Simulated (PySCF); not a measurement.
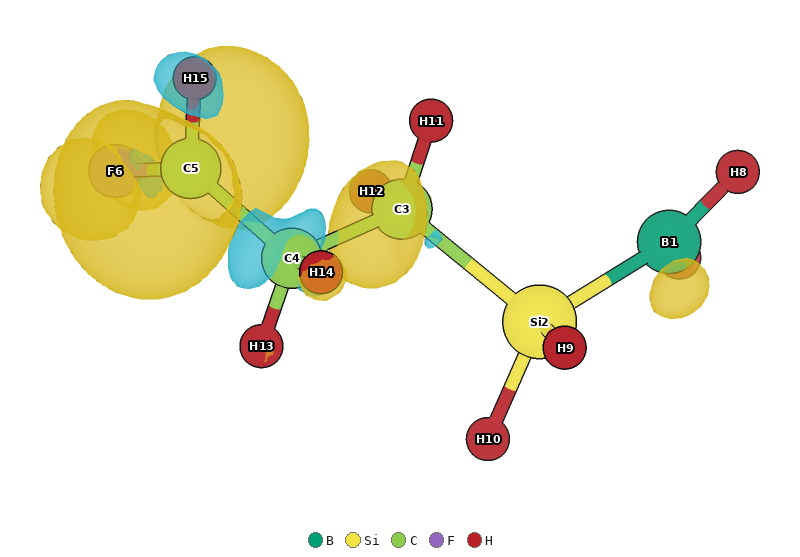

Figure 1: C₃H₉BFSi (doublet). Isosurfaces of the spin density (α minus β) at +0.015 (yellow) and −0.015 e/Å³ (cyan), seen at a tilt.

Geometry: GFN2-xTB.

Level of theory: UKS B3LYP, pcH-1 on B C F H Si, non-relativistic, mean-field spin-orbit, GIAO in PySCF.

```xyz
15

B     2.9568    0.0069   -0.1417
Si    1.2954   -0.3837    0.7954
C    -0.1336    0.1588   -0.3782
C    -1.5317   -0.0556    0.2437
C    -2.5564    0.3589   -0.7176
F    -2.9191   -0.5263   -1.6683
H     3.4880   -0.7900   -0.8147
H     3.4459    1.0700   -0.1011
H     1.0303    0.3407    2.0552
H     0.9957   -1.7892    1.1317
H    -0.0198    1.2131   -0.6360
H    -0.0753   -0.4029   -1.3116
H    -1.6565   -1.1095    0.4913
H    -1.6127    0.5382    1.1540
H    -2.7112    1.3786   -1.0306
```

Where is the unpaired spin?

The unpaired spin (1 electron) lies mostly on C5 (about 0.7) and F6 (about 0.1), in electrons by Hirshfeld's partition.
